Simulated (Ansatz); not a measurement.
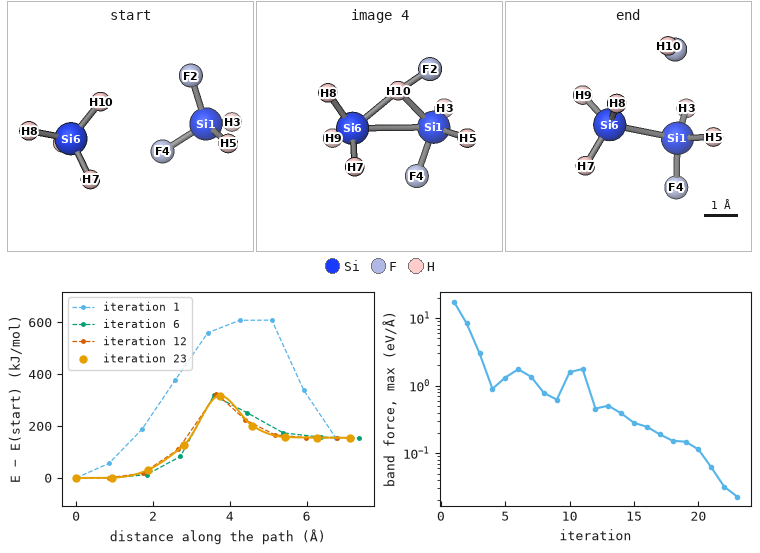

NEB run on Si₂H₆F₂, made up of SiH$_{2}$F$_{2}$ and SiH4. Images are numbered from 0 (start) to 8 (end). The plot follows the band through its iterations. A ball-and-stick model, seen at a tilt.

All numbers below come from Ansatz 0.2.0, RKS BHLYP/def2-SVP. Run with 7 movable images; climbing image; force threshold 0.03 eV/Å; iteration limit 60; spring constant 0.1 eV/Å²; starting path through a guess of the saddle point.

Did the band converge, and can the barrier be trusted?

Answer. The run is converged, with reservations. The band converged in 23 iterations. The largest component of the band force went from 18 to 0.023 eV/Å. The climbing image converged on the top of the path. Its curvatures weren't checked. The spring constant is far from the usual few eV/Å², which spoils the spacing or the steps. The first iteration put the highest image at 608.6 kJ/mol. The highest point, image 4, lies 317.6 kJ/mol above the start and 163.1 kJ/mol above the end; the end is at +154.5 kJ/mol relative to the start.

Limits of the set-up: the start holds two separate molecules, 3.0 Å apart at their closest, whose relative position is a soft coordinate and is computed without a dispersion correction.

The run took 6.2 min on 2 threads of AMD EPYC 7R43 64-Core Processor (Zen 3), with other jobs on the host, peak memory 0.2 GiB.
